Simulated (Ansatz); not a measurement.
**Rh (fcc type): a single-point run**

Aim: a sound single-point run of Rh (fcc type).

Program: Ansatz 0.2.0. Level of theory: DFT, PBE, PAW with Ansatz's default frozen-core files, scalar-relativistic. These are calculated values, not measurements.

2 further runs of the same task are left out: 1 that didn't finish, 1 set aside as unsound or not needed.

### Step 1. The starting structure

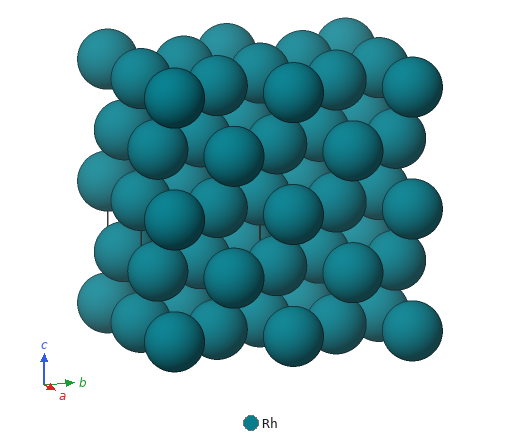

Start, viewed slightly off an axis; rhodium blue. 2×2×2 cells are drawn. Atoms on the faces are drawn again on the opposite ones. The cell drawn here is the conventional one.

Structure file:

```cif
data_structure
_symmetry_space_group_name_H-M 'P 1'
_symmetry_Int_Tables_number 1
_cell_length_a 2.2189
_cell_length_b 2.2189
_cell_length_c 2.2189
_cell_angle_alpha 60.000
_cell_angle_beta 60.000
_cell_angle_gamma 60.000
_cell_volume 7.72
loop_
_atom_site_label
_atom_site_type_symbol
_atom_site_fract_x
_atom_site_fract_y
_atom_site_fract_z
_atom_site_occupancy
Rh1 Rh 0.00000 0.00000 0.00000 1
```

### Step 2. Running it

The input, input.yaml:

```yaml
crystal:
  lattice:
    - [0.0, 1.5689935932, 1.5689935932]
    - [1.5689935932, 0.0, 1.5689935932]
    - [1.5689935932, 1.5689935932, 0.0]
  atoms:
    - { symbol: Rh, position: [0.0, 0.0, 0.0] }
kpoints:
  mp_grid: { grid: [17, 17, 17] }
scf:
  occupations: { method: fixed }
  max_iter: 75
hamiltonian:
  xc: pbe
  pseudopotentials: { kind: paw }
output:
  forces: true
  stress: true
  eigenvalues: true
  populations: true
```

Started as:

```
> ansatz run input.yaml --threads 1 --pin off --max-ram 2048MiB --backend cpu --events-out ev --progress --plain --runs-dir out
```

Log:

```text
Error: inconsistent input (scf.occupations.method, magnetization): a σ = 0 step fill (method: fixed, or a smearing width below the step floor) cannot realise an odd electron count (17) without a locked total moment — the per-k integer fill puts the same N_el/2 bands in each spin channel; set magnetization.spin_polarized: true with magnetization.spin_locking.lock_magnetization: hard and an odd magnetization.initial_magnetization (the unpaired electron then fills one channel), or use a smearing method with a finite width, such as fermi_dirac
```

Wall time 0.05 s (1 thread of Arm Neoverse V1, shared host); peak memory 0.069 GiB.

### Step 3. Reading the log

The run ended at the input check. It says: «inconsistent input (scf.occupations.method, magnetization): a σ = 0 step fill (method: fixed, or a smearing width below the step floor) cannot realise an odd electron count (17) without a locked total moment ...»

In the input, scf.occupations.method is fixed. Fixed occupations fill the same number of bands at every k-point, which holds only for a system with a gap.

Fix: set scf.occupations.method to fermi_dirac.

### Step 4. The mended run

Other changes include scf.max_iter, scf.occupations.

input.yaml, as its differences from that of step 2:

```diff
@@ -10,4 +10,3 @@
 scf:
-  occupations: { method: fixed }
-  max_iter: 75
+  occupations: { method: fermi_dirac, width: 0.05 }
 hamiltonian:
```

Started as:

```
> ansatz run input.yaml --threads 1 --pin off --max-ram 2048MiB --backend cpu --events-out ev --progress --plain --runs-dir out
```

Excerpt of the output:

```text
[...]
Basis set: ecut = 420 eV, 169 PW (Γ), exchange–correlation on 30×30×30 points (8 copies of the dense FFT grid, shifted against one another)
[...]
k-points: 165 of 4913
[...]
SCF iter   1: F=—  HF=-6395.525197 eV  |F-HF|=—  |Δ(HF+E_count)|=         —  Δρ=3.63e-2  dr2=3.28e-2  ethr=1.77e-3  ⟨swp⟩=5.4  Hψ=12342  notcnv=0
preconditioner: auto → none  [metal: Δε(μ)=0.050 eV  Ē_g=38.619 eV  σ=0.050 eV  W_gap=0.23  n_scr=0 (ndim 8)  ℏωp=51.6 eV  f_vac=0.000  D(μ)=0.44/eV (n_scr^D=0)]
SCF iter   2: F=—  HF=-6395.497195 eV  |F-HF|=—  |Δ(HF+E_count)|=   2.80e-2  Δρ=1.49e-2  dr2=4.83e-3  ethr=1.93e-4  ⟨swp⟩=2.9  Hψ=5101  notcnv=0  defer=34
[...]
SCF iter   5: F=—  HF=-6395.488918 eV  |F-HF|=—  |Δ(HF+E_count)|=   2.54e-6  Δρ=4.09e-5  dr2=6.92e-8  ethr=9.70e-9  ⟨swp⟩=2.0  Hψ=3506  notcnv=0  defer=34
SCF iter   6: F=-6395.488918 eV  HF=-6395.488918 eV  |F-HF|=5.38e-10  |Δ(HF+E_count)|=   3.06e-8  Δρ=3.69e-6  dr2=1.49e-10  ethr=4.07e-10  ⟨swp⟩=3.3  Hψ=8630  notcnv=0
[...]
SCF converged after 6 iterations
Free energy (F): -6395.488918 eV
[...]
E sigma→0 (E₀):  -6395.487149 eV
[...]
Fermi energy:    44.666214 eV
[...]
  P = ⅓ Tr σ = 662.4354 GPa (6624.354 kbar)
[...]
```

Run time: 2.1 s. Hardware: 1 thread of Arm Neoverse V1, shared host; peak memory 0.27 GiB.

### Step 5. Summary of results

```
                           quantity                                    value
                          first try                                  refused
                              cause  fixed occupations where they can't hold
                         second try                  converged, 6 SCF cycles
energy (zero set by the potentials)                            -6395.4889 eV
                           pressure                               662.44 GPa
                    gap on the mesh                none (metal on this mesh)
                      largest force                               0.000 eV/Å
```

With the input mended the run converges in 6 SCF cycles. The structure is not at rest: the sound run finds 662 GPa, so these are no properties of the relaxed crystal. 
